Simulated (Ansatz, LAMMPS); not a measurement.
# Force difference against the radius of support functions in Li+ BF4- in dimethyl sulfoxide at 350 K (142 atoms)

Density of this cell: 1.17 g/cm³. The cell holds 142 atoms: 26 C, 13 S, 13 O, 78 H, 2 B, 8 F and 2 Li. Cell: a = 11.949 Å, b = 11.949 Å, c = 11.949 Å, α = 90.0°, β = 90.0°, γ = 90.0°. 13 dimethyl sulfoxide, 2 Li+, 2 BF4- placed at random, at 1.17 g/cm³; overlaps pushed apart, then 10 ps at 550 K with stiff harmonic cages for PF6 and BF4 with UFF radii; Joung-Cheatham ions (J. Phys. Chem. B 112, 9020 (2008)); MMFF94 bonds, angles, torsions, charges and radii (Halgren, J. Comput. Chem. 17, 490 (1996)) in harmonic and 12-6 forms; charges of ions scaled by 0.8. Snapshot after 30 ps at 350 K and fixed volume.

Calculated with Ansatz 0.2.0: Kohn-Sham DFT, PBE+D4, PAW (set soft_2), localised support functions (medium), with the radius typed; the reference is Kohn-Sham DFT, PBE+D4, PAW (set soft_2), plane waves, cutoff 750 eV, Γ point, fixed occupations, with an r.m.s. force component of 0.844 eV/Å.

| radius (Å) | r.m.s. force difference (meV/Å) | time |
| --- | --- | --- |
| 3.45 | 0.688 | 53 s |
| 3.73 | ? | ? |
| 3.98 | 0.484 | 77 s |
| 4.27 | 0.459 | 90 s |
| 4.8 | 0.431 | 2.1 min |
| 5.33 | 0.413 | 3.1 min |

**Question.** Fit a power law of the radius to the rows given and interpolate to the withheld row.

**Working.**

A power law y = A x^b is a line in u = ln x and v = ln y.

```
u = ln x   v = ln y
 1.23837  -0.373966
 1.38128  -0.725670
 1.45161  -0.778705
 1.56862  -0.841647
 1.67335  -0.884308
```

With n = 5: mean u = 1.46265, mean v = -0.720859, Σ(u − ū)² = 0.11267, Σ(u − ū)(v − v̄) = -0.12401. Slope b = -0.12401 / 0.11267 = -1.1007; intercept a = v̄ − b ū = 0.88903.

At the withheld row u = 1.316, v = a + b u = -0.5599, and y = exp(v).

Prediction at 3.73: 0.5713 meV/Å. The run gave 0.548 meV/Å, so the fit is high by 0.023 meV/Å (4.2 % of the value).

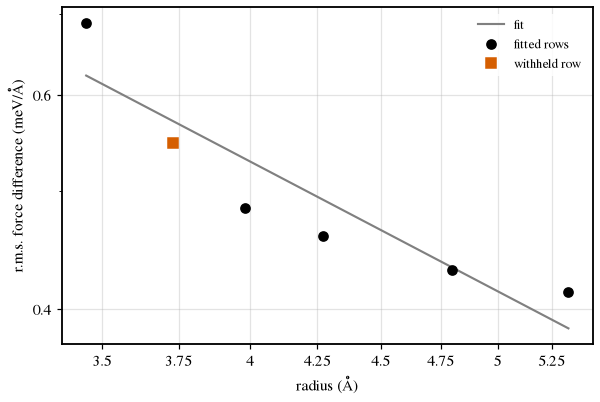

The fit, the rows that it rests on and the withheld row.

The fitted exponent is -1.1. Between neighbouring rows, the withheld one included, the exponents are -2.9, -1.9, -0.75, -0.54 and -0.41, so one power law doesn't hold over the range: the values level off at a floor. Among the rows given, the largest relative miss of the fit is at 3.98, by 0.048 meV/Å (9.9 %).

Limits: The difference holds the reference's own basis error, which sets a floor under it.

[Logs are printed without paths, hosts, clocks, repeated set-up lines and the standing remarks that a program may print on its own settings, such as how far it seeks lower states.]

[Hosts, paths, dates, database ids (printed as entryN), source tags and the programs' standing remarks are cut or masked in the printed files.]

[The MMFF94 radii named for the starting cell were scaled by 0.96; in molecules described by MMFF94, hydrogen bound to N, O or S took a small fixed 12-6 site in their place.]
